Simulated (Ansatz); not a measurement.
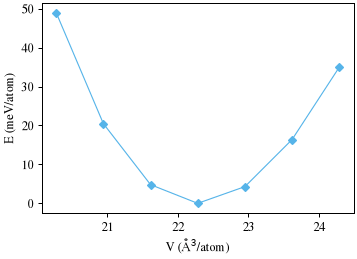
Fig. 1. ZnSnP2 (chalcopyrite, space group No. 122) under volume change, PBEsol in the plane-wave PAW code Ansatz, shape and atoms relaxed at each volume.

What does a third-order Birch–Murnaghan fit give for V₀, B₀ and B′?

V₀ = 22.28 Å³/atom, B₀ = 73.0 GPa, B′ = 4.6.

Space group I-42d (chalcopyrite). Symmetry was held in the PBEsol relaxation. Scalar-relativistic: spin–orbit coupling is off unless named, which matters more the heavier the elements.

Potentials: the later of the program's two PAW sets.
